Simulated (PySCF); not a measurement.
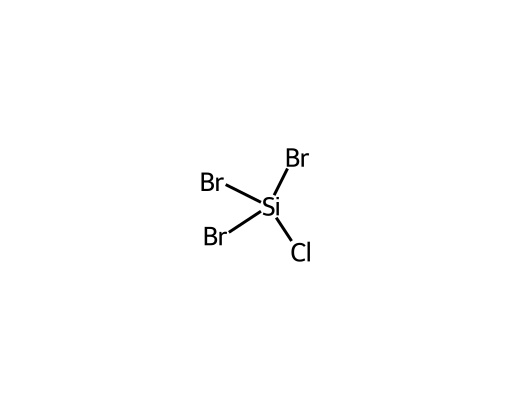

Simulated data, not a measurement (program: PySCF).

A structural formula.

**Give its SMILES.**

Cl[Si](Br)(Br)Br

**Give the formula, hydrogens included.**

SiBr3Cl.
